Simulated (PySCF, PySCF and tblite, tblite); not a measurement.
# (CH3)2CHCH2F (C₄H₉F): conformers and averaged spectra, part 2 of 2

PySCF and tblite. Atoms count from 0.

## 9. Couplings, conformer 1: B3LYP/pcJ-1

What the job is given:

```
{"job": {"xc": "B3LYP", "basis": "pcJ-1", "kind": "j"}, "charge": 0, "multiplicity": 1}
C     -0.380530     1.405441     0.203223
C      0.039305     0.064996    -0.386005
C     -1.026632    -1.006714    -0.200523
C      1.361547    -0.376610     0.210946
F      1.786697    -1.551688    -0.361777
H      0.380976     2.183977     0.037379
H     -1.319753     1.756138    -0.250315
H     -0.549892     1.326502     1.290305
H      0.213125     0.197736    -1.469481
H     -1.963132    -0.729920    -0.708294
H     -1.254926    -1.151605     0.869148
H     -0.685767    -1.969687    -0.606711
H      2.140141     0.389999     0.049492
H      1.258165    -0.539038     1.300446
```

What it wrote:

```text
coarse grid: 11016 points
cycle   1  E = -257.5997626056  dE =  2.092e-01  |g| = 5.671e-01  |ddm| = 2.643e+00
cycle   2  E = -257.5581084301  dE =  4.165e-02  |g| = 7.737e-01  |ddm| = 9.939e-01
cycle   3  E = -257.6622042317  dE = -1.041e-01  |g| = 6.430e-02  |ddm| = 5.755e-01
cycle   4  E = -257.6626234152  dE = -4.192e-04  |g| = 3.992e-02  |ddm| = 6.096e-02
cycle   5  E = -257.6629441228  dE = -3.207e-04  |g| = 5.442e-03  |ddm| = 3.158e-02
cycle   6  E = -257.6629495560  dE = -5.433e-06  |g| = 1.860e-03  |ddm| = 5.398e-03
final grid: 104784 points
cycle   7  E = -257.7064754935  dE = -1.112e-04  |g| = 7.805e-03  |ddm| = 1.885e-02
cycle   8  E = -257.7064630077  dE =  1.249e-05  |g| = 1.111e-02  |ddm| = 1.352e-02
cycle   9  E = -257.7064885622  dE = -2.555e-05  |g| = 8.045e-04  |ddm| = 8.142e-03
cycle  10  E = -257.7064886138  dE = -5.162e-08  |g| = 5.571e-04  |ddm| = 9.486e-04
cycle  11  E = -257.7064886667  dE = -5.293e-08  |g| = 3.763e-05  |ddm| = 3.618e-04
cycle  12  E = -257.7064886670  dE = -2.691e-10  |g| = 1.458e-05  |ddm| = 4.158e-05
converged SCF energy = -257.7064886670

Indirect spin-spin couplings (Hz)
  i      j    bonds     total        FC       PSO       DSO        SD
  0 C    1 C    1     36.196    36.493    -0.508     0.212         -
  0 C    2 C    2     -0.365    -0.146    -0.215    -0.003         -
  0 C    3 C    2      4.514     4.561    -0.082     0.035         -
  0 C    4 F    3      7.673     9.501    -1.952    -0.324     0.447
  0 C    5 H    1    131.061   129.218     1.209     0.633         -
  0 C    6 H    1    135.438   133.662     1.147     0.629         -
  0 C    7 H    1    130.020   128.170     1.192     0.657         -
  0 C    8 H    2     -3.847    -3.824     0.105    -0.128         -
  0 C    9 H    3      2.370     2.389     0.008    -0.027         -
  0 C   10 H    3      3.415     3.423    -0.008    -0.000         -
  0 C   11 H    3     12.305    12.346     0.408    -0.448         -
  0 C   12 H    3      1.305     1.292    -0.040     0.052         -
  0 C   13 H    3      1.245     1.242    -0.022     0.025         -
  1 C    2 C    1     36.800    37.144    -0.562     0.218         -
  1 C    3 C    1     38.797    39.715    -1.191     0.273         -
  1 C    4 F    2     16.849    17.323    -1.690    -0.007     1.223
  1 C    5 H    2     -2.690    -2.728     0.149    -0.111         -
  1 C    6 H    2     -3.138    -3.167     0.125    -0.096         -
  1 C    7 H    2     -3.917    -4.006     0.176    -0.087         -
  1 C    8 H    1    131.141   129.358     0.674     1.109         -
  1 C    9 H    2     -2.977    -2.998     0.115    -0.094         -
  1 C   10 H    2     -3.649    -3.706     0.128    -0.071         -
  1 C   11 H    2     -3.587    -3.617     0.092    -0.062         -
  1 C   12 H    2     -0.674    -0.550    -0.073    -0.051         -
  1 C   13 H    2     -1.348    -1.285    -0.030    -0.032         -
  2 C    3 C    2     -1.336    -1.219    -0.140     0.022         -
  2 C    4 F    3      3.610     4.612    -0.976     0.010    -0.036
  2 C    5 H    3     11.238    11.293     0.395    -0.451         -
  2 C    6 H    3      2.533     2.558    -0.024    -0.002         -
  2 C    7 H    3      2.940     2.969    -0.015    -0.015         -
  2 C    8 H    2     -2.079    -2.061     0.091    -0.109         -
  2 C    9 H    1    133.489   131.659     1.178     0.653         -
  2 C   10 H    1    129.377   127.505     1.180     0.693         -
  2 C   11 H    1    135.927   134.221     1.014     0.692         -
  2 C   12 H    3      7.696     7.737     0.429    -0.470         -
  2 C   13 H    3      4.079     4.041     0.016     0.022         -
  3 C    4 F    1   -237.096  -283.144    24.387     0.705    20.955
  3 C    5 H    3      3.163     3.136    -0.098     0.124         -
  3 C    6 H    3     16.618    16.599     0.399    -0.380         -
  3 C    7 H    3      3.327     3.297    -0.077     0.107         -
  3 C    8 H    2     -6.680    -6.527    -0.188     0.035         -
  3 C    9 H    3      9.531     9.568     0.372    -0.410         -
  3 C   10 H    3      2.811     2.880    -0.125     0.056         -
  3 C   11 H    3      1.959     2.014    -0.083     0.029         -
  3 C   12 H    1    153.237   152.546    -0.353     1.045         -
  3 C   13 H    1    150.486   149.789    -0.372     1.069         -
  4 F    5 H    4     -1.197    -0.739     0.538    -1.068     0.071
  4 F    6 H    4      7.459     7.685     1.059    -1.369     0.084
  4 F    7 H    4     -1.686    -1.373     0.726    -1.142     0.103
  4 F    8 H    3      8.922     7.742     1.630    -0.043    -0.407
  4 F    9 H    4      3.189     3.397     1.167    -1.252    -0.123
  4 F   10 H    4     -0.277    -0.539     1.132    -0.555    -0.315
  4 F   11 H    4      1.878     2.379    -1.445     1.109    -0.166
  4 F   12 H    2     54.652    48.999    10.182    -1.260    -3.269
  4 F   13 H    2     54.821    49.023    10.224    -1.202    -3.224
  5 H    6 H    2    -14.477   -14.566     2.558    -2.469         -
  5 H    7 H    2    -13.319   -13.420     2.496    -2.395         -
  5 H    8 H    3      3.508     3.584     0.213    -0.289         -
  5 H    9 H    4     -0.189    -0.103     1.435    -1.520         -
  5 H   10 H    4     -0.282    -0.202     1.490    -1.571         -
  5 H   11 H    4      3.384     3.444     1.727    -1.786         -
  5 H   13 H    4     -0.274    -0.205     0.419    -0.489         -
  6 H    7 H    2    -14.522   -14.620     2.475    -2.376         -
  6 H    8 H    3      4.428     4.514     0.261    -0.347         -
  6 H    9 H    4     -0.203    -0.213    -1.093     1.103         -
  6 H   10 H    4     -0.327    -0.223     0.408    -0.512         -
  6 H   12 H    4     -0.355    -0.299     1.400    -1.456         -
  6 H   13 H    4     -0.556    -0.497     1.460    -1.519         -
  7 H    8 H    3     15.259    15.341     2.653    -2.734         -
  7 H    9 H    4     -0.370    -0.258     0.563    -0.674         -
  7 H   10 H    4     -0.243    -0.269    -1.163     1.190         -
  7 H   11 H    4     -0.383    -0.298     1.440    -1.525         -
  7 H   12 H    4     -0.291    -0.222     0.385    -0.454         -
  7 H   13 H    4     -0.199    -0.268    -1.261     1.330         -
  8 H    9 H    3      3.864     3.935     0.169    -0.241         -
  8 H   10 H    3     14.365    14.448     2.640    -2.724         -
  8 H   11 H    3      3.409     3.480     0.180    -0.251         -
  8 H   12 H    3      4.630     4.677     0.053    -0.100         -
  8 H   13 H    3     12.239    12.378     2.636    -2.775         -
  9 H   10 H    2    -13.841   -13.955     2.465    -2.351         -
  9 H   11 H    2    -13.843   -13.952     2.513    -2.404         -
  9 H   12 H    4      2.161     2.231     1.750    -1.820         -
  9 H   13 H    4     -0.301    -0.236     1.513    -1.579         -
 10 H   11 H    2    -13.856   -13.981     2.368    -2.243         -
 10 H   12 H    4     -0.378    -0.270     1.509    -1.618         -
 10 H   13 H    4     -0.183    -0.236    -1.240     1.292         -
 11 H   12 H    4     -0.518    -0.369     1.662    -1.811         -
 11 H   13 H    4     -0.344    -0.224     0.388    -0.507         -
 12 H   13 H    2    -10.013   -10.050     1.908    -1.872         -
```

It took 22 s on 1 thread of Arm Neoverse V2, shared host; peak memory 0.93 GiB.

In short: HOMO -8.79 eV, LUMO 1.10 eV; dipole 1.76 D.

## 10. Couplings, conformer 2: B3LYP/pcJ-1

What the job is given:

```
{"job": {"xc": "B3LYP", "basis": "pcJ-1", "kind": "j"}, "charge": 0, "multiplicity": 1}
C     -0.398673     1.388025    -0.197623
C     -0.045188     0.035020     0.410897
C      1.407348    -0.342894     0.141409
C     -0.986367    -1.046792    -0.084862
F     -0.857331    -1.209927    -1.446065
H     -1.430373     1.684355     0.048594
H      0.275881     2.176822     0.167620
H     -0.313318     1.348250    -1.294233
H     -0.199873     0.088441     1.504420
H      2.095556     0.431193     0.512554
H      1.577091    -0.459323    -0.939766
H      1.673804    -1.294590     0.627328
H     -0.762259    -2.014773     0.397370
H     -2.036976    -0.784278     0.130188
```

What it wrote:

```text
coarse grid: 11016 points
cycle   1  E = -257.5969969463  dE =  2.078e-01  |g| = 5.740e-01  |ddm| = 2.640e+00
cycle   2  E = -257.5482326928  dE =  4.876e-02  |g| = 8.017e-01  |ddm| = 1.030e+00
cycle   3  E = -257.6613122844  dE = -1.131e-01  |g| = 6.686e-02  |ddm| = 6.182e-01
cycle   4  E = -257.6617896209  dE = -4.773e-04  |g| = 3.988e-02  |ddm| = 6.404e-02
cycle   5  E = -257.6621039822  dE = -3.144e-04  |g| = 6.006e-03  |ddm| = 3.097e-02
cycle   6  E = -257.6621107280  dE = -6.746e-06  |g| = 1.613e-03  |ddm| = 5.307e-03
final grid: 104784 points
cycle   7  E = -257.7063720994  dE = -1.117e-04  |g| = 7.778e-03  |ddm| = 1.949e-02
cycle   8  E = -257.7063598410  dE =  1.226e-05  |g| = 1.113e-02  |ddm| = 1.320e-02
cycle   9  E = -257.7063849051  dE = -2.506e-05  |g| = 7.652e-04  |ddm| = 7.822e-03
cycle  10  E = -257.7063849472  dE = -4.212e-08  |g| = 5.593e-04  |ddm| = 9.449e-04
cycle  11  E = -257.7063850022  dE = -5.497e-08  |g| = 3.610e-05  |ddm| = 3.883e-04
cycle  12  E = -257.7063850024  dE = -2.125e-10  |g| = 1.558e-05  |ddm| = 3.338e-05
converged SCF energy = -257.7063850024

Indirect spin-spin couplings (Hz)
  i      j    bonds     total        FC       PSO       DSO        SD
  0 C    1 C    1     36.472    36.768    -0.514     0.218         -
  0 C    2 C    2      1.175     1.375    -0.202     0.001         -
  0 C    3 C    2     -1.393    -1.255    -0.161     0.023         -
  0 C    4 F    3      3.728     4.470    -0.717    -0.003    -0.023
  0 C    5 H    1    131.018   129.167     1.188     0.664         -
  0 C    6 H    1    133.579   131.760     1.167     0.651         -
  0 C    7 H    1    133.885   132.147     1.032     0.707         -
  0 C    8 H    2     -4.150    -4.097     0.079    -0.132         -
  0 C    9 H    3      2.388     2.386    -0.007     0.010         -
  0 C   10 H    3      2.674     2.683    -0.008    -0.001         -
  0 C   11 H    3     11.073    11.107     0.416    -0.450         -
  0 C   12 H    3      7.951     7.993     0.424    -0.466         -
  0 C   13 H    3      3.376     3.338    -0.005     0.043         -
  1 C    2 C    1     36.502    36.803    -0.519     0.218         -
  1 C    3 C    1     38.860    39.721    -1.133     0.272         -
  1 C    4 F    2     20.415    17.145     1.283     0.003     1.984
  1 C    5 H    2     -2.568    -2.578     0.104    -0.094         -
  1 C    6 H    2     -2.938    -2.972     0.128    -0.093         -
  1 C    7 H    2     -4.469    -4.540     0.118    -0.047         -
  1 C    8 H    1    128.060   126.191     0.795     1.074         -
  1 C    9 H    2     -2.906    -2.939     0.126    -0.094         -
  1 C   10 H    2     -4.510    -4.583     0.118    -0.045         -
  1 C   11 H    2     -2.568    -2.577     0.103    -0.094         -
  1 C   12 H    2     -0.526    -0.398    -0.076    -0.053         -
  1 C   13 H    2     -0.543    -0.417    -0.072    -0.054         -
  2 C    3 C    2     -1.445    -1.309    -0.158     0.023         -
  2 C    4 F    3      4.511     5.299    -0.783     0.005    -0.010
  2 C    5 H    3     11.039    11.074     0.415    -0.450         -
  2 C    6 H    3      2.421     2.418    -0.008     0.011         -
  2 C    7 H    3      2.631     2.640    -0.006    -0.003         -
  2 C    8 H    2     -4.206    -4.155     0.081    -0.132         -
  2 C    9 H    1    133.610   131.790     1.168     0.652         -
  2 C   10 H    1    134.060   132.326     1.025     0.709         -
  2 C   11 H    1    130.970   129.118     1.186     0.666         -
  2 C   12 H    3      3.172     3.136     0.003     0.034         -
  2 C   13 H    3      7.794     7.836     0.426    -0.468         -
  3 C    4 F    1   -234.957  -281.465    24.654     0.722    21.133
  3 C    5 H    3      2.223     2.292    -0.150     0.082         -
  3 C    6 H    3     10.144    10.171     0.380    -0.407         -
  3 C    7 H    3      2.841     2.898    -0.071     0.014         -
  3 C    8 H    2      2.358     2.388    -0.100     0.070         -
  3 C    9 H    3      9.998    10.023     0.383    -0.408         -
  3 C   10 H    3      2.788     2.843    -0.063     0.008         -
  3 C   11 H    3      2.234     2.302    -0.151     0.083         -
  3 C   12 H    1    152.701   152.016    -0.355     1.040         -
  3 C   13 H    1    152.798   152.117    -0.359     1.040         -
  4 F    6 H    4      1.254     1.425     1.300    -1.309    -0.162
  4 F    7 H    4      0.920     0.903    -0.829     1.004    -0.158
  4 F    8 H    3     34.510    35.990     0.709    -2.040    -0.150
  4 F    9 H    4      1.652     1.825     1.305    -1.316    -0.162
  4 F   10 H    4      1.035     1.070    -0.920     1.036    -0.152
  4 F   12 H    2     54.826    49.141    10.180    -1.189    -3.307
  4 F   13 H    2     54.787    49.062    10.215    -1.192    -3.298
  5 H    6 H    2    -13.799   -13.902     2.544    -2.441         -
  5 H    7 H    2    -13.969   -14.092     2.382    -2.259         -
  5 H    8 H    3      3.851     3.927     0.179    -0.254         -
  5 H   10 H    4     -0.377    -0.287     1.504    -1.593         -
  5 H   11 H    4      3.543     3.605     1.728    -1.791         -
  5 H   13 H    4     -0.158    -0.218    -1.369     1.428         -
  6 H    7 H    2    -13.836   -13.950     2.446    -2.332         -
  6 H    8 H    3      3.984     4.079     0.353    -0.448         -
  6 H   10 H    4     -0.352    -0.253     0.437    -0.535         -
  6 H   12 H    4      2.315     2.385     1.743    -1.813         -
  7 H    8 H    3     15.401    15.490     2.636    -2.724         -
  7 H    9 H    4     -0.352    -0.252     0.450    -0.549         -
  7 H   10 H    4     -0.252    -0.278    -1.207     1.233         -
  7 H   11 H    4     -0.384    -0.294     1.503    -1.593         -
  7 H   12 H    4     -0.674    -0.532     1.693    -1.835         -
  7 H   13 H    4     -0.372    -0.255     0.395    -0.511         -
  8 H    9 H    3      4.056     4.150     0.348    -0.442         -
  8 H   10 H    3     15.365    15.454     2.636    -2.724         -
  8 H   11 H    3      3.784     3.860     0.187    -0.263         -
  8 H   12 H    3      2.012     2.037     0.015    -0.040         -
  8 H   13 H    3      1.764     1.793     0.067    -0.096         -
  9 H   10 H    2    -13.806   -13.922     2.444    -2.329         -
  9 H   11 H    2    -13.772   -13.875     2.544    -2.441         -
  9 H   13 H    4      2.262     2.332     1.748    -1.819         -
 10 H   11 H    2    -14.027   -14.151     2.372    -2.248         -
 10 H   12 H    4     -0.373    -0.252     0.455    -0.576         -
 10 H   13 H    4     -0.679    -0.535     1.685    -1.829         -
 11 H   12 H    4     -0.154    -0.211    -1.352     1.409         -
 12 H   13 H    2     -9.997   -10.019     1.998    -1.977         -
```

Wall time 21 s (1 thread of Arm Neoverse V2, shared host); peak memory 0.93 GiB.

This run: HOMO -8.82 eV, LUMO 1.04 eV; dipole 1.74 D.

## 11. Averages: properties at PBE0/pcSseg-1 in chloroform

What the job is given:

```
{"job": {"study": "conf", "smiles": "CC(C)CF", "search": {"seed": 5210, "n_embed": 90, "ff_keep": 14, "window": 3.0, "nmax": 8, "temps": [150, 200, 250, 298.15, 400], "t_ref": 298.15, "order": 0.001, "geom": true}, "level": {"nmr": {"xc": "PBE0", "basis": "pcSseg-1", "solvent": "chloroform"}, "sp": {"xc": "CAM-B3LYP", "basis": "def2-TZVP", "solvent": "chloroform"}, "j": {"xc": "B3LYP", "basis": "pcJ-1", "top": 4}}, "kind": "conf"}, "charge": 0, "multiplicity": 1}
C     -0.380530     1.405441     0.203223
C      0.039305     0.064996    -0.386005
C     -1.026632    -1.006714    -0.200523
C      1.361547    -0.376610     0.210946
F      1.786697    -1.551688    -0.361777
H      0.380976     2.183977     0.037379
H     -1.319753     1.756138    -0.250315
H     -0.549892     1.326502     1.290305
H      0.213125     0.197736    -1.469481
H     -1.963132    -0.729920    -0.708294
H     -1.254926    -1.151605     0.869148
H     -0.685767    -1.969687    -0.606711
H      2.140141     0.389999     0.049492
H      1.258165    -0.539038     1.300446
```

What it wrote:

```text
conformer  sym    E(xTB)   E(DFT)   G(298.15 K)  weight  dipole/D
    1     C1      0.000    0.000    0.000   0.7731    2.107
    2     Cs      0.340    0.235    0.726   0.2269    2.133

mean shielding (ppm) by class
class atoms           150 K      200 K      250 K   298.15 K      400 K
  0 C  0,2          165.954    165.923    165.902    165.889     165.87
  1 C  1            153.095    153.077    153.065    153.057    153.047
  2 C  3             94.059     94.084     94.101     94.112     94.127
  3 F  4            425.286     425.97    426.416    426.716    427.123
  4 H  5,6,7         30.328     30.323     30.319     30.317     30.314
  5 H  8             29.574     29.586     29.593     29.598     29.605
  6 H  12,13         27.004     26.997     26.991     26.988     26.983
```

Wall time 80 s (1 thread of Arm Neoverse V2, shared host). This counts the runs that the step sums up.

The search (ETKDG and KDG, MMFF94s, GFN2-xTB) embedded 90 structures, kept 2 distinct ones after the force field and 2 after xTB; 2 were carried on (window 3.0 kcal/mol at the search's own energies). Energies: CAM-B3LYP/def2-TZVP in chloroform with D3(BJ).

Conformer by conformer (298 K):

| no. | group | mirror pair | ΔE xTB | ΔE DFT | ΔG | weight (%) | μ (D) | C0–C1–C3–F4 (°) | A, B, C (GHz) |
| --- | --- | --- | --- | --- | --- | --- | --- | --- | --- |
| 1 | C1 | yes | 0.00 | 0.00 | 0.00 | 77.3 | 2.11 | -177 | 7.69, 3.51, 2.65 |
| 2 | Cs | no | 0.34 | 0.23 | 0.73 | 22.7 | 2.13 | 63 | 6.30, 4.02, 3.20 |

Energies in kcal/mol. ΔG holds xTB vibrations and rotation, symmetry numbers and mirror pairs.

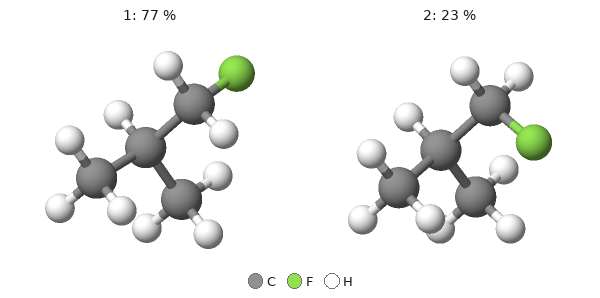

Conformers, most populated first.

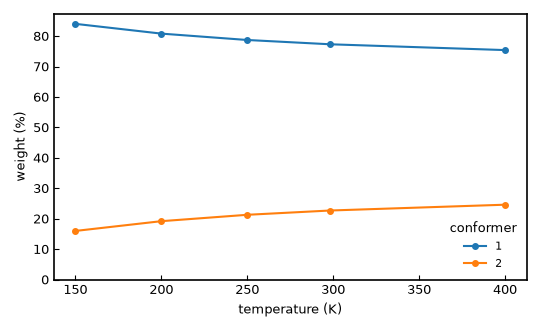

Weights against temperature.

How the weights hang on the way they are made:

| scheme | 1 | 2 | mean μ (D) |
| --- | --- | --- | --- |
| DFT free energy | 77 | 23 | 2.11 |
| DFT energy, symmetry counted | 75 | 25 | 2.11 |
| DFT energy alone | 60 | 40 | 2.12 |
| xTB energy, symmetry counted | 78 | 22 | 2.11 |
| xTB free energy | 80 | 20 | 2.11 |
| lowest conformer only | 100 | 0 | 2.11 |
| equal weights | 50 | 50 | 2.12 |

Shifts against references run at the same level (¹⁹F CFCl3 179.6, ¹H TMS 31.25, ¹³C TMS 185.2 ppm of shielding), by class of atoms, at 298 K:

| atoms | environment | no. 1 | no. 2 | average | measured |
| --- | --- | --- | --- | --- | --- |
| C3 | sp3 CH2 bonded to F | 91.2 | 90.4 | 91.1 | – |
| C1 | sp3 CH | 32.0 | 32.5 | 32.1 | – |
| C0, C2 | methyl carbon | 19.1 | 20.0 | 19.3 | – |
| H12, H13 | hydrogen on an sp3 CH2 bonded to F | 4.20 | 4.45 | 4.26 | – |
| H8 | hydrogen on an sp3 CH | 1.73 | 1.37 | 1.65 | – |
| H5, H6, H7 and 3 more | hydrogen on a methyl carbon | 0.89 | 1.06 | 0.93 | – |
| F4 | fluorine on an sp3 carbon | -242.3 | -263.6 | -247.1 | -220.3 |

Measured: G. Saielli, R. Bini, A. Bagno, Computational 19F NMR. 2. Organic compounds, RSC Adv. 2014, ESI (exp. from Berger-Braun-Kalinowski 1994 and Everett 1995).

Couplings (Hz, B3LYP/pcJ-1; one pair named for each class, the eight largest averages at most for each number of bonds), from conformers that hold 100 % of the weight:

| pair | bonds | no. 1 | no. 2 | average |
| --- | --- | --- | --- | --- |
| C3–F4 | 1 | -237.1 | -235.0 | -236.6 |
| C3–H12 | 1 | 151.9 | 152.8 | 152.1 |
| C0–H5 | 1 | 132.6 | 132.8 | 132.6 |
| C1–H8 | 1 | 131.1 | 128.1 | 130.4 |
| C1–C3 | 1 | 38.8 | 38.9 | 38.8 |
| C0–C1 | 1 | 36.5 | 36.5 | 36.5 |
| F4–H12 | 2 | 54.7 | 54.8 | 54.8 |
| C1–F4 | 2 | 16.9 | 20.4 | 17.7 |
| H5–H6 | 2 | -14.0 | -13.9 | -13.9 |
| H12–H13 | 2 | -10.0 | -10.0 | -10.0 |
| C3–H8 | 2 | -6.7 | 2.4 | -4.6 |
| C1–H5 | 2 | -3.3 | -3.3 | -3.3 |
| C0–H8 | 2 | -3.0 | -4.2 | -3.2 |
| C1–H12 | 2 | -1.0 | -0.5 | -0.9 |
| F4–H8 | 3 | 8.9 | 34.5 | 14.7 |
| H5–H8 | 3 | 7.5 | 7.7 | 7.5 |
| H8–H12 | 3 | 8.4 | 1.9 | 7.0 |
| C3–H5 | 3 | 6.2 | 5.0 | 6.0 |
| C0–H9 | 3 | 5.8 | 5.4 | 5.7 |
| C0–F4 | 3 | 5.6 | 4.1 | 5.3 |
| C0–H13 | 3 | 4.5 | 3.3 | 4.2 |
| C0–H12 | 3 | 2.7 | 7.9 | 3.9 |
| F4–H5 | 4 | 1.6 | 0.8 | 1.4 |

Effective distances for nuclear Overhauser effects, ⟨r⁻⁶⟩^(−1/6) as a mean over all pairs of two classes, so longer than the nearest pair where a class holds remote atoms (Å): H8···H12 2.60; H5···H8 2.61; H5···H12 3.06.

## 12. Outcome

The summary covers parts 1 to 2.

| quantity | value |
| --- | --- |
| conformers | 2; the first in weight is no. 1 (C1), 77 % at 298 K |
| root-mean-square dipole | 2.11 D |
| averaged ¹³C shifts (PBE0/pcSseg-1 in chloroform) | 91.1, 32.1, 19.3 ppm |
| averaged ¹H shifts (PBE0/pcSseg-1 in chloroform) | 4.26, 1.65, 0.93 ppm |
| averaged ¹⁹F shifts (PBE0/pcSseg-1 in chloroform) | -247.1 ppm |

Conformer 1 leads with 77 % at 298 K, and its share goes from 84 % at 150 K to 75 % at 400 K. Among conformers over 5 %, H8 differs by 0.36 ppm, while the average moves by 0.03 ppm from 150 to 400 K. Against 1 measured ¹⁹F shift the average misses by 26.8 ppm, the leading conformer alone by 22.0 ppm. Vibration is missing from the shifts, so part of that gap is not the functional's. Among vicinal couplings, F4–H8 differs most between the conformers listed (8.9 for no. 1, 34.5 for no. 2; average 14.7 Hz).
